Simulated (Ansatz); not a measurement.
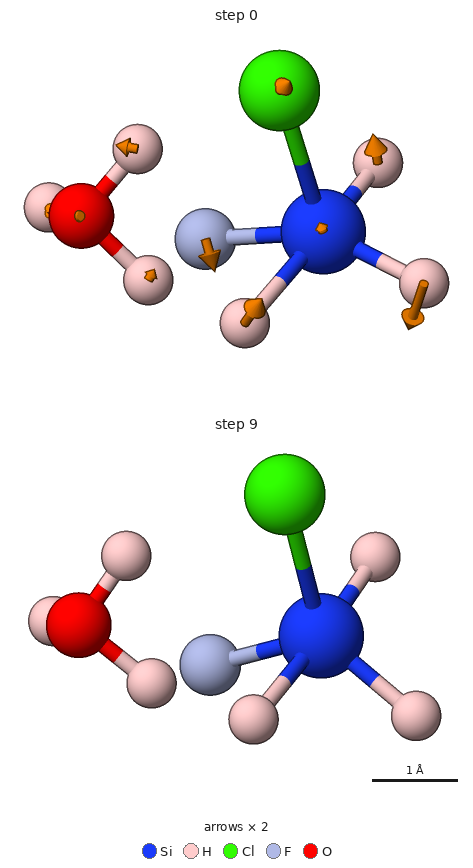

The structure of SiH$_{6}$OClF before (top) and after (bottom) a constrained relaxation, at one scale. The orange arrows give the displacements, magnified 2 times.

The picture is a ball-and-stick view, seen at a tilt.

The reaction that was planned forms Si1–F7, H6–O9, H2–H8 and breaks Si1–H2, H6–F7, H8–O9 (atoms numbered from 1 in input order).

Method: RKS PBE0-D4/def2-SVP (Ansatz 0.2.0). Set-up: held fixed: the distance between atoms 1 (Si) and 7 (F), the distance between atoms 6 (H) and 9 (O), the distance between atoms 2 (H) and 8 (H), the distance between atoms 1 (Si) and 2 (H), the distance between atoms 6 (H) and 7 (F), the distance between atoms 8 (H) and 9 (O), counting from 1; force threshold 0.04 eV/Å; at most 150 steps.

### Summarise the run.

The atom that moves furthest after the best rigid fit is an H atom (0.41 Å). Largest moves by element: H 0.41 Å, F 0.21 Å, Cl 0.15 Å, Si 0.07 Å, O 0.06 Å. Some distances before and after: Cl–H 1.841 → 2.025 Å, H–O 1.045 → 1.008 Å, Cl–Si 2.177 → 2.213 Å, H–Si 1.464 → 1.498 Å. Bond angles that change, for instance: H–Si–F 151.5° → 124.3°, H–Si–Cl 106.6° → 121.5°, Cl–Si–F 99.0° → 111.0°. Over 8 accepted moves (9 points after the start) the energy falls by 21.7 kJ/mol. The largest force component goes from 0.97 to 0.022 eV/Å. The line search rejected the trial step at point 1 of the run. Cost: 15 s on 4 threads of Arm Neoverse V1, on a shared host.
